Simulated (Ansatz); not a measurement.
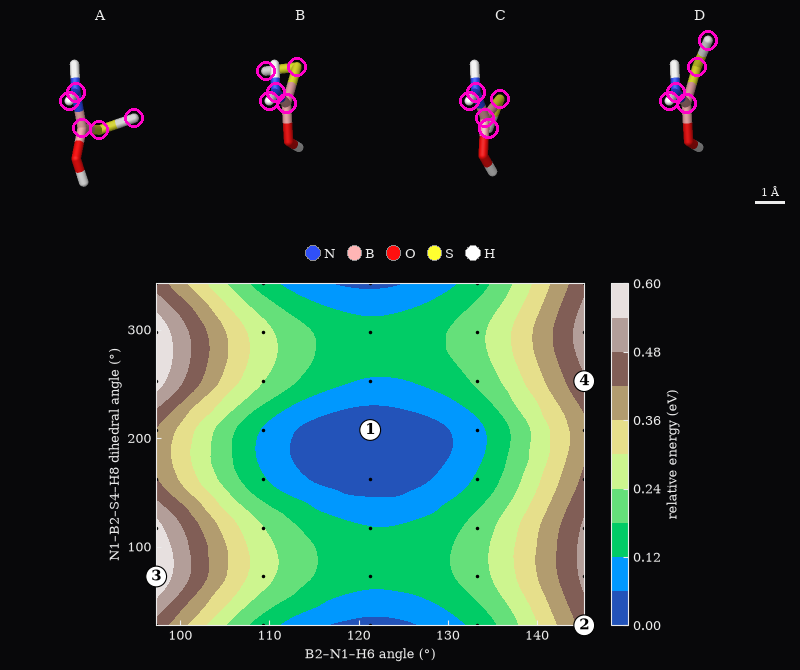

BNH4SO: one B–N–H angle and one N–B–S–H dihedral angle are varied on a grid, with the rest of the molecule carried along rigidly. The map is interpolated between the computed points (dots). The frames are shuffled; each belongs to one numbered point. Style: stick. Shown almost along the central bond, with a slight tilt. The ringed atoms are those of the scanned coordinates.

Single-point energies from Ansatz with PBE-D4 in the def2-TZVPP basis, on geometries moved rigidly from the minimum at PBE0-D4/def2-TZVP. Energies are counted from the PBE0-D4/def2-TZVP minimum geometry at the same level.

> Which frame belongs to which numbered point?

Point 1 is frame C, at (121.3, 207.5) and 0.008 eV; 2 is frame D, at (145.3, 27.5) and 0.441 eV; 3 is frame A, at (97.3, 72.5) and 0.588 eV; 4 is frame B, at (145.3, 252.5) and 0.470 eV. In pairs of (B2–N1–H6 angle (°); N1–B2–S4–H8 dihedral angle (°)): the lowest computed point lies at (121.3, 207.5) (0.008 eV), the highest at (97.3, 72.5) (0.588 eV).
